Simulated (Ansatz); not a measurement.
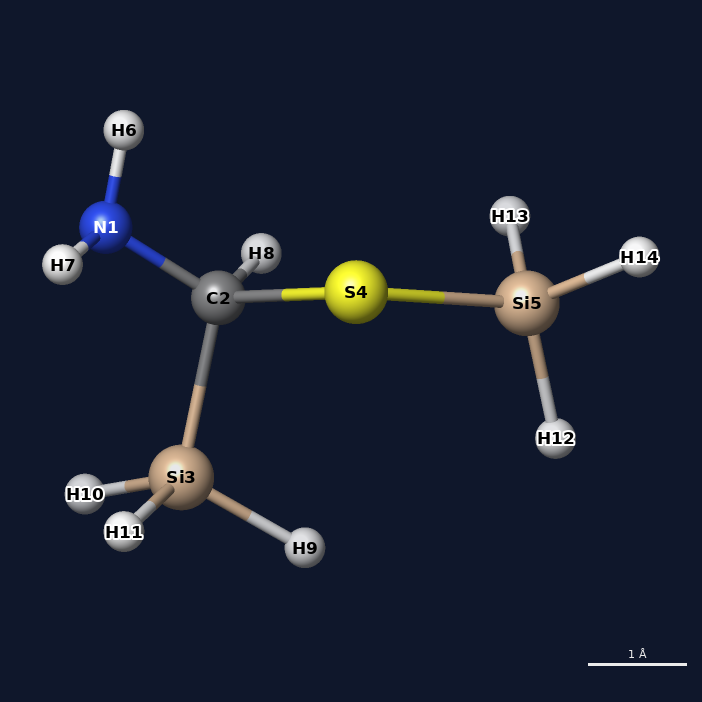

The view is orthographic, and the bar gives the scale. Computed geometry: PBE-D4/def2-SVP optimisation. No frequency run is at hand to confirm it as a minimum.

Give an XYZ file in the frame of the picture: x to the right, y up, z towards the viewer, origin at the mean of the atomic positions.

```xyz
14
CH9NSSi2
N   -1.89   1.14   0.34
C   -0.73   0.41  -0.05
Si  -1.11  -1.43  -0.35
S    0.68   0.47   1.28
Si   2.44   0.36   0.04
H   -1.70   2.14   0.50
H   -2.34   0.75   1.18
H   -0.29   0.87  -0.96
H    0.16  -2.16  -0.70
H   -2.10  -1.60  -1.48
H   -1.70  -1.99   0.91
H    2.73  -1.03  -0.46
H    2.26   1.25  -1.16
H    3.60   0.83   0.87
```
